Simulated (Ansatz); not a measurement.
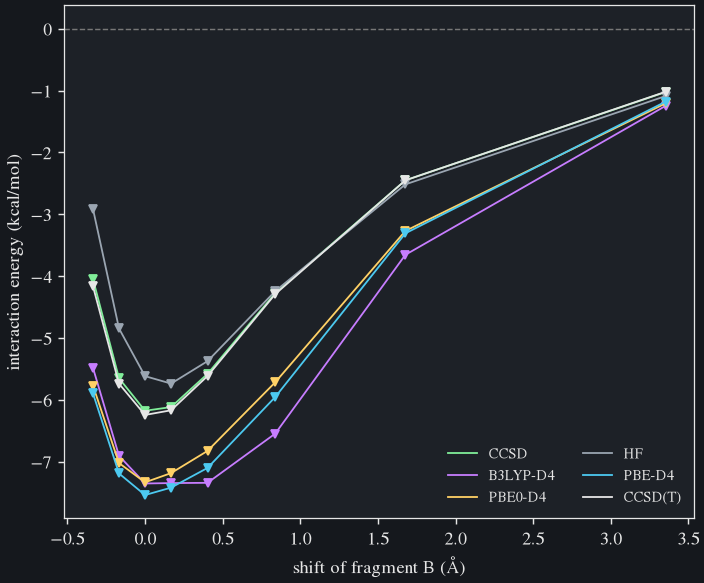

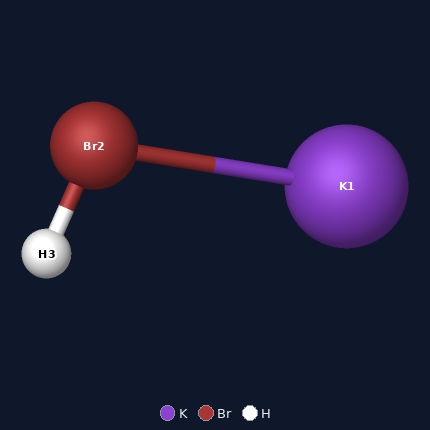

Interaction curve of the pair K⁺ (A) and BrH (B), from the arrangement drawn (closest contact, H···H pairs aside, K1···Br2 3.35 Å; others can bind more strongly), without the energy that it costs to deform the partners. The Ansatz code 0.2.0, def2-TZVPPD, cores frozen in correlated methods. Fragment B of a pair is moved rigidly from the minimum (PBE0-D4/def2-TZVP) along the line between the fragments' mean atom positions; interaction energies with counterpoise. The outer core of Li, Na, Mg and K is correlated. On heavy atoms the filled d shell below the valence is correlated. Straight lines join the computed points.

### Order the curves at −0.34 Å, where they differ most.

PBE-D4 −5.90, PBE0-D4 −5.77, B3LYP-D4 −5.48, CCSD(T) −4.16, CCSD −4.05, HF −2.91 kcal/mol, from lowest to highest.

### Give the values at the computed points.

In kcal/mol:
| shift of fragment B (Å) | CCSD | B3LYP-D4 | PBE0-D4 | HF | PBE-D4 | CCSD(T) |
| --- | --- | --- | --- | --- | --- | --- |
| −0.34 | −4.05 | −5.48 | −5.77 | −2.91 | −5.90 | −4.16 |
| −0.17 | −5.65 | −6.91 | −7.02 | −4.85 | −7.19 | −5.74 |
| 0.00 | −6.18 | −7.35 | −7.33 | −5.62 | −7.54 | −6.24 |
| 0.17 | −6.12 | −7.35 | −7.18 | −5.74 | −7.42 | −6.17 |
| 0.40 | −5.58 | −7.34 | −6.83 | −5.37 | −7.10 | −5.62 |
| 0.84 | −4.28 | −6.55 | −5.72 | −4.24 | −5.95 | −4.29 |
| 1.68 | −2.45 | −3.66 | −3.27 | −2.52 | −3.31 | −2.45 |
| 3.35 | −1.02 | −1.25 | −1.21 | −1.09 | −1.18 | −1.02 |

Known limits of this run: no scalar relativity up to krypton.
